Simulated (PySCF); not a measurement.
## Electronic structure of C₇H₁₅ClSi (SMILES C/C([SiH3])=C(/Cl)CC(C)C) in real space

```xyz
24

C     1.7936    1.1048    1.0603
C     1.7556    0.0083    0.0389
Si    3.2481   -1.1556   -0.0402
C     0.7374   -0.1751   -0.7948
Cl    0.8584   -1.5182   -1.9046
C    -0.5501    0.5703   -0.9427
C    -1.7496   -0.2326   -0.4083
C    -1.6051   -0.4901    1.0884
C    -3.0478    0.5154   -0.6977
H     2.6171    1.7825    0.8376
H     0.8727    1.6786    1.1029
H     1.9776    0.6762    2.0442
H     4.2014   -0.6917    0.9724
H     3.8656   -1.0880   -1.3637
H     2.8273   -2.5199    0.2802
H    -0.7137    0.7783   -2.0032
H    -0.4926    1.5243   -0.4177
H    -1.7740   -1.1953   -0.9290
H    -0.6704   -1.0029    1.3017
H    -1.6161    0.4489    1.6382
H    -2.4262   -1.1063    1.4472
H    -3.1757    0.6712   -1.7664
H    -3.0444    1.4865   -0.2063
H    -3.9010   -0.0499   -0.3299
```

Geometry: GFN2-xTB.

These are results of PySCF 2.14.0, PBE0/pcSseg-1, SCF density, gas phase, non-relativistic, not measurements.

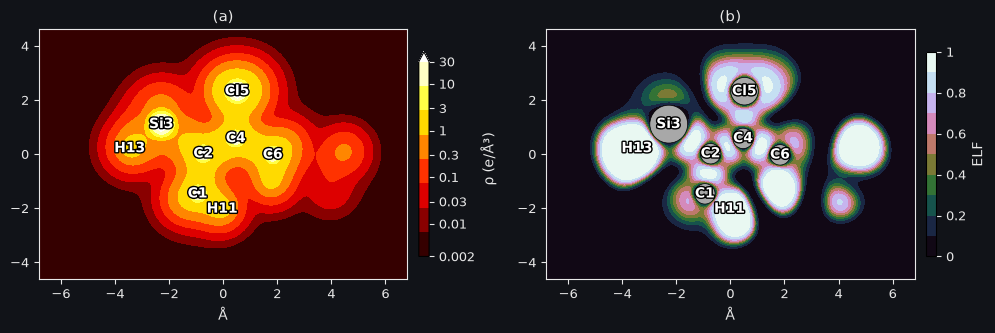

Figure 1. (a) electron density; (b) electron localisation function on the plane of atoms C2, C4 and C6. Grey discs cover the atomic cores in the ELF map.

### Describe what can be read from this map.

The plane passes through C, Si, Cl and H nuclei.
C–C (1.33 Å): ρ is about 2.3 e/Å³ halfway; the ELF peaks at about 0.90 between the atoms: a short, multiple covalent bond.
C–Cl (1.75 Å): ρ at the midpoint is about 1.4 e/Å³; the ELF peaks at about 0.90 between the atoms: a covalent bond.
C–Si (1.89 Å): the density is about 0.92 e/Å³ at the midpoint; the ELF peaks at about 0.95 between the atoms; a shared electron pair.
C–H (1.09 Å): ρ at the midpoint is about 2 e/Å³; the ELF climbs to about 1 towards the hydrogen, as it does in any bond to H; a covalent bond by its length.
C–C (1.50 Å): ρ is about 1.7 e/Å³ halfway; the ELF peaks at about 0.95 between the atoms: a covalent bond.
The ELF also peaks beside Cl5, away from the bonds: lone-pair regions.

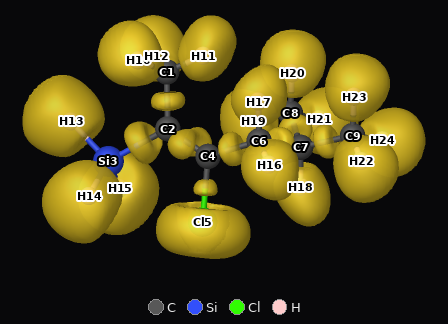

Figure 2. Isosurface of the ELF at 0.8 (yellow), seen at a tilt. Only the valence region is drawn (cores and ρ < 0.01 e/Å³ removed).

### Describe the localisation domains.

The ELF exceeds this value in six regions between bonded C–C atoms (shared pairs), one region between bonded C–Cl atoms (shared pairs), one region between bonded C–Si atoms (shared pairs), 15 regions around hydrogen nuclei and one ring or bowl of non-bonding electrons around Cl.

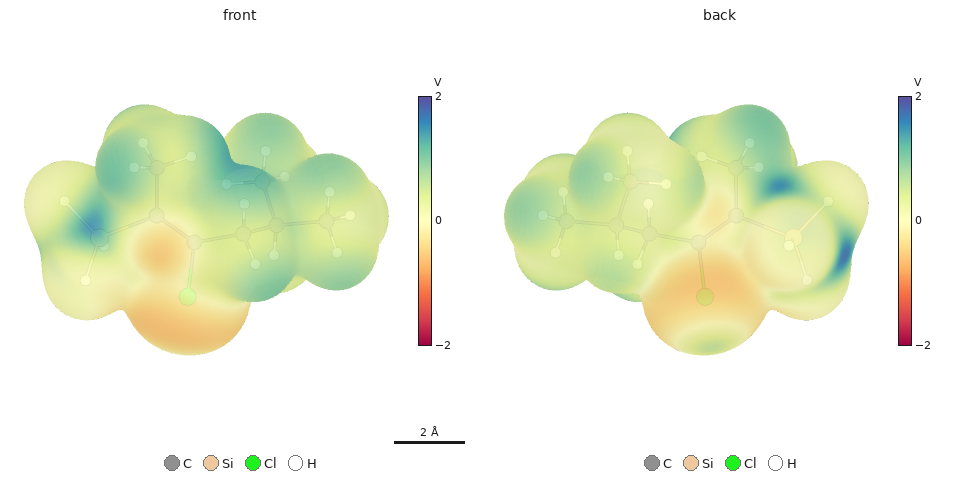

Figure 3. The molecular electrostatic potential painted on the density surface at 0.004 e/bohr³, seen from the front and from behind; red is negative and blue positive.

### Which sites attract a positive test charge, and which a negative one?

A positive charge is drawn to the negative regions and a negative charge to the positive ones. The most negative region (about −0.6 V, or −14 kcal/mol for a unit charge) lies over Cl5, the most positive (about +1.5 V, or +35 kcal/mol for a unit charge) over Si3. Cl5 shows a σ-hole: about +0.6 V, or +14 kcal/mol for a unit charge at the tip opposite its bond, against about −0.2 V on its flanks.

### How polar is the molecule by this calculation?

Its dipole moment is 1.97 D.
